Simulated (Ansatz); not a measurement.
BH$_{3}$O

Input file:

```
crystal:
  periodic: [false, false, false]
  atoms:
    - { symbol: B, position_ang: [0.0, 0.0, 0.0] }
    - { symbol: H, position_ang: [0.0, 0.0, 1.19] }
    - { symbol: O, position_ang: [1.2211, 0.0, -0.705] }
    - { symbol: H, position_ang: [1.5209, -0.9519, -0.8599] }
    - { symbol: H, position_ang: [-1.0305, 0.0, -0.595] }
basis:
  gaussian: { orbitals: def2-TZVP }
hamiltonian:
  xc: pbe0
  dispersion: d4
relax:
  f_tol: 0.02
  max_steps: 40
output:
  orbitals: {}
```

Launched as:

```sh
ansatz run input.yaml --threads 1 --pin off --max-ram 2048MiB --backend cpu --events-out ev --progress --plain --runs-dir out
```

The fields are those of the run's last geometry, not of the input's.

Theory: RKS PBE0-D4/def2-TZVP in Ansatz.

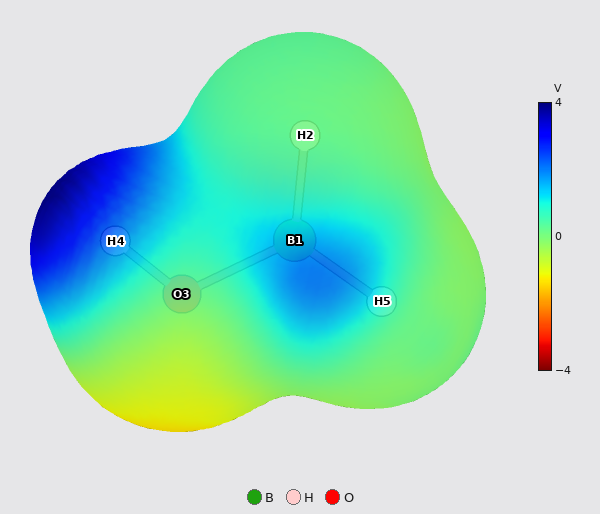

Figure 1. The molecular electrostatic potential painted on the density surface at 0.004 e/bohr³, seen at a tilt; the colour scale runs from red (negative) to blue (positive).

Where is the surface potential most negative and most positive?

Answer. The most negative region (about −1.3 V) lies over O3, the most positive (about +3.9 V) over H4. O3 is the likeliest acceptor of a hydrogen bond.

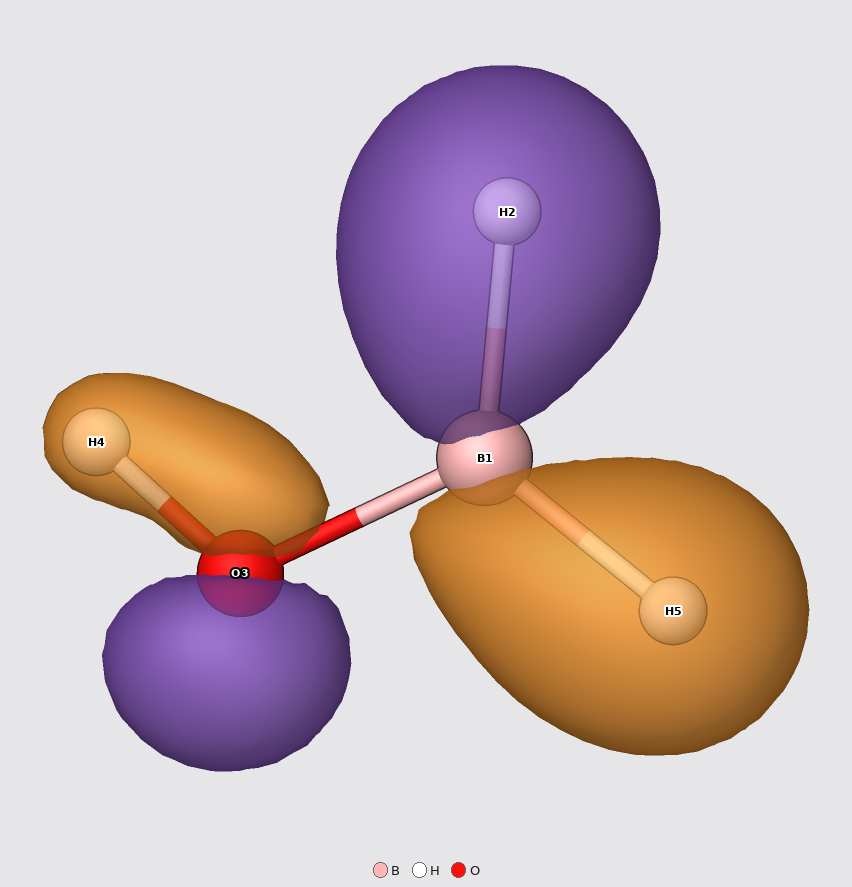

Figure 2. The HOMO at ±0.2 Å⁻³ᐟ² (orange and purple are the two phases), seen at a tilt.

Where does this orbital lie, and at what energy?

Answer. By Hirshfeld shares it lies mainly on B1 (about 30 %), H2 (about 25 %), O3 (about 20 %) and H5 (about 20 %); it is symmetric in the molecular plane (an in-plane orbital: σ, lone-pair or in-plane π type). Its energy is −8.86 eV.

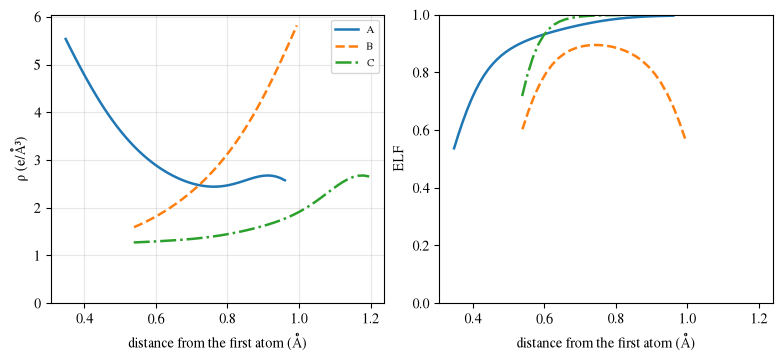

Figure 3. Electron density and electron localisation function along straight lines between neighbouring atoms. The curves leave out the atomic cores.

Which curve belongs to which contact (B–H, B–O and O–H)? The first atom named is at distance zero.

Answer. Curve A: O–H (0.96 Å): ρ at the midpoint is about 3.8 e/Å³; the ELF climbs to about 1 towards the hydrogen, as it does in any bond to H: a covalent bond by its length. Curve B: B–O (1.35 Å): ρ at the midpoint is about 2.2 e/Å³; the ELF peaks at about 0.90 between the atoms; a polar covalent bond. Curve C: B–H (1.20 Å): the density is about 1.3 e/Å³ at the midpoint; the ELF climbs to about 1 towards the hydrogen (an ordinary covalent bond to hydrogen).
